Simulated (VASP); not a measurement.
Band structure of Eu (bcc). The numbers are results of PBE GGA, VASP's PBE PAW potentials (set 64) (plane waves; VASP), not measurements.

The 4f electrons are frozen in the core of the lanthanide potential, so 4f levels, which can set the real gap, and their magnetism are missing.

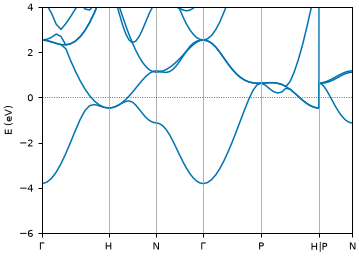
Figure: Bands along high-symmetry lines, zero at the valence-band maximum or, without a gap, the Fermi level

Task: Read the plot: is there a gap, and where are the band edges?

Result: It has no gap at this level: it comes out as a metal or semimetal. (Edges off the drawn lines would not show.)

The compound is Eu in the bcc structure. It was relaxed first, which changed the volume by -8 %.
